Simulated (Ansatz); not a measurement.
**ScAl2 under a change: x(K) = 0.5, 12 atoms, R-3m (arrangement A)**

Consider ScAl2 in the cubic Laves (MgCu2 type) structure (space group Fd-3m, No. 227; a = 7.527 Å; a cell from a computed database, its experimental status unchecked).

The other end (x = 1) is KAl$_{2}$ in the cubic Laves (MgCu2 type) structure (space group Fd-3m, No. 227; a hypothetical phase, not in the database extracts checked): 23.84 Å³/atom, gap zero; this end may not be an ambient phase.

Now apply this change: K replaces 50.0 % of the Sc, ordered in a cell of 12 atoms (starting symmetry R-3m) and fully relaxed.

Level of theory: DFT with PBEsol, PAW potentials and a 420 eV plane-wave cutoff in Ansatz (a first-principles code), without spin-orbit coupling. Γ-centred 10×10×10 mesh, Fermi–Dirac width 0.05 eV, for the changed cell.

```tsv
quantity	base	changed	shift
shortest interatomic distance	2.661 Å	2.774 Å	+0.113 Å
band gap	zero	zero	–
mixing energy (to 0.01 eV only: unlike meshes or grids) (against an end that may be hypothetical)	–	+0.13 eV/atom	–
deviation of the volume from the linear (Vegard-type) interpolation	–	-2.5 %	–
```

Final structure:

```xyz
12
Lattice="2.7873 1.6093 9.0496 -2.7873 1.6093 9.0496 0.0000 -3.2186 9.0496" Properties=species:S:1:pos:R:3 pbc="T T T"
K      0.0000     0.0000    25.4705
Sc     0.0000     0.0000    11.9238
Sc     0.0000     0.0000    15.2250
K      0.0000     0.0000     1.6783
Al     1.3937     0.8046     4.5248
Al    -1.3937    -0.8046     9.0496
Al     0.0000    -1.6093     4.5248
Al     0.0000     1.6093     9.0496
Al     0.0000     0.0000     6.7848
Al     0.0000     0.0000    20.3640
Al    -1.3937     0.8046     4.5248
Al     1.3937    -0.8046     9.0496
```

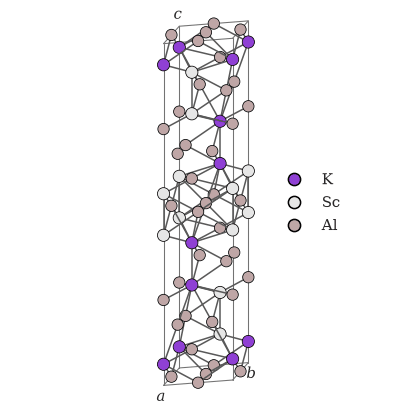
The relaxed conventional cell after the change

These are small ordered cells, not random alloys; other orderings at the same x differ. No phonon test of stability was made. The final runs are not spin-polarised. KScAl4 and ScAl2 have a high density of states at the Fermi level and may be magnetic at this level.
